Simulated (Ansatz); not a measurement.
# Dissociation curves of CH (SMILES [CH])

The species is CH (2 atoms), meant as a doublet with charge 0. SMILES: `[CH]`. The shape is that of a PBE0-D4/def2-TZVP optimisation.

| atom | x (Å) | y (Å) | z (Å) |
| --- | --- | --- | --- |
| C | 0.0000 | 0.0000 | -0.0041 |
| H | 0.0000 | 0.0000 | 1.1184 |

The C1–H2 distance is scanned; the parts on either side stay rigid. Basis 6-311G(d,p), 1 core orbital frozen in the correlated methods; program Ansatz 0.2.0. FCI is exact within this basis and core. Energies in eV from each method's value at 1.122 Å; open shells run as named. The shape above is that at 1.122 Å.

```json
{"distance (Å)": "1.114", "UHF": "0.00", "UB3LYP": "0.00", "U-wB97X": "0.00", "UCCSD(T)": "0.00", "UBCCD(T)": "0.00", "FCI": "0.00"}
{"distance (Å)": "1.122", "UHF": "0.00", "UB3LYP": "0.00", "U-wB97X": "0.00", "UCCSD(T)": "0.00", "UBCCD(T)": "0.00", "FCI": "0.00"}
{"distance (Å)": "1.393", "UHF": "0.81", "UB3LYP": "0.59", "U-wB97X": "0.63", "UCCSD(T)": "0.58", "UBCCD(T)": "0.58", "FCI": "0.58"}
{"distance (Å)": "1.403", "UHF": "0.86", "UB3LYP": "0.62", "U-wB97X": "0.67", "UCCSD(T)": "0.61", "UBCCD(T)": "0.62", "FCI": "0.61"}
{"distance (Å)": "1.672", "UHF": "1.90", "UB3LYP": "1.63", "U-wB97X": "1.77", "UCCSD(T)": "1.57", "UBCCD(T)": "1.57", "FCI": "1.55"}
{"distance (Å)": "1.684", "UHF": "1.93", "UB3LYP": "1.67", "U-wB97X": "1.81", "UCCSD(T)": "1.61", "UBCCD(T)": "1.61", "FCI": "1.59"}
{"distance (Å)": "2.229", "UHF": "2.43", "UB3LYP": "3.11", "U-wB97X": "3.24", "UCCSD(T)": "2.95", "UBCCD(T)": "2.93", "FCI": "2.86"}
{"distance (Å)": "2.245", "UHF": "2.44", "UB3LYP": "3.13", "U-wB97X": "3.25", "UCCSD(T)": "2.97", "UBCCD(T)": "2.96", "FCI": "2.89"}
{"distance (Å)": "2.786", "UHF": "2.48", "UB3LYP": "3.51", "U-wB97X": "3.53", "UCCSD(T)": "3.29", "UBCCD(T)": "3.30", "FCI": "3.26"}
{"distance (Å)": "2.806", "UHF": "2.48", "UB3LYP": "3.51", "U-wB97X": "3.53", "UCCSD(T)": "3.30", "UBCCD(T)": "3.30", "FCI": "3.26"}
```

Departure from the FCI curve at its largest: UHF -0.79 eV at 2.81 Å; UB3LYP +0.25 eV at 2.81 Å; U-wB97X +0.37 eV at 2.23 Å; UCCSD(T) +0.08 eV at 2.25 Å; UBCCD(T) +0.07 eV at 2.25 Å. For the functionals part of the departure is owed to the small basis.

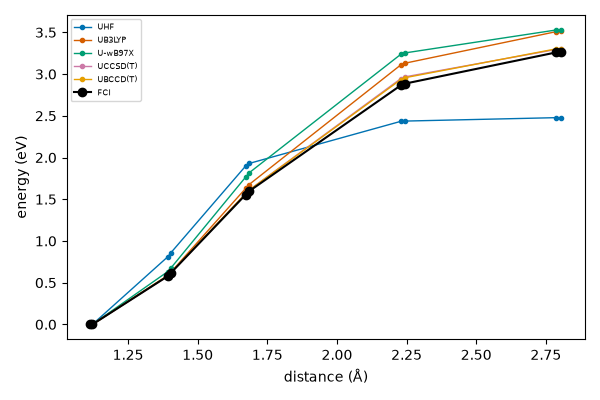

The curves of the table.
